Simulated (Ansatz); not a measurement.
**Predicting a hybrid from its neighbours: AgF**

AgF has 2 atoms, charge 0, and is taken as a singlet. As SMILES, `[F][Ag]`. Geometry: relaxed at PBE0-D4/def2-TZVP.

The vertical energy of the triplet above the singlet y, in eV, basis def2-TZVP with a core potential; a is the functional's share of exact exchange. Programs: Ansatz 0.2.0.

```
functional  program     a  y (eV)
       PBE   Ansatz     0    2.49
    r2SCAN   Ansatz     0    2.38
     B3LYP   Ansatz   0.2    2.60
      PBE0   Ansatz  0.25    2.64
   r2SCAN0   Ansatz  0.25       ?
     BHLYP   Ansatz   0.5    2.80
```

Task: Fit y = c + s·a to the known rows and predict r2SCAN0.

Result: 
1. Means of the 5 rows: a = 0.1900, y = 2.582.
2. Σ(Δa)² = 0.172, Σ(Δa·Δy) = 0.1271, so the slope is 0.1271/0.172 = 0.73895.
3. Intercept: 2.582 − (0.73895) × 0.1900 = 2.442. The largest residual of the fit is 0.062.
4. r2SCAN0: 2.442 + (0.73895) × 0.25 = 2.63 eV.

The run gave 2.56 eV, so the prediction is off by +0.07 eV, about the scatter of the fit. The rows mix families of semi-local functionals, which the line can't see. Spin-orbit coupling is left out.

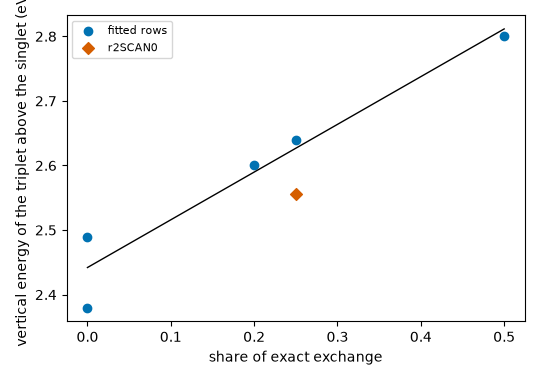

The fitted line, with the withheld row.
